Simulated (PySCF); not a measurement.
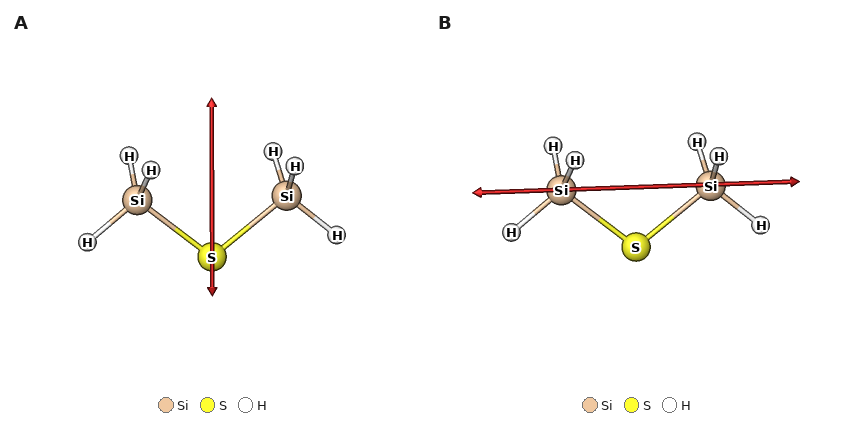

The double arrows show the directions of two transition dipoles from the ground state (lengths mean nothing). The computed structure is the end point of a GFN2-xTB optimisation. No frequency run is at hand to confirm it as a minimum. Level of theory: TDDFT PBE0/def2-SVPD, vertical, gas phase, core orbitals frozen in the response (PySCF 2.14.0).

**One belongs to singlet state 5 and one to singlet state 6. Which is which?**

A: state 6, 7.06 eV (176 nm), oscillator strength 0.057, mainly HOMO−1 → LUMO (weight 0.94).
B: state 5, 6.99 eV (177 nm), oscillator strength 0.033, mainly HOMO → LUMO+4 (weight 0.91).

The geometry is semi-empirical. Around Si such bond lengths and angles can be off by a tenth of an ångström or more and by several degrees, and values that hang on the shape move with them.
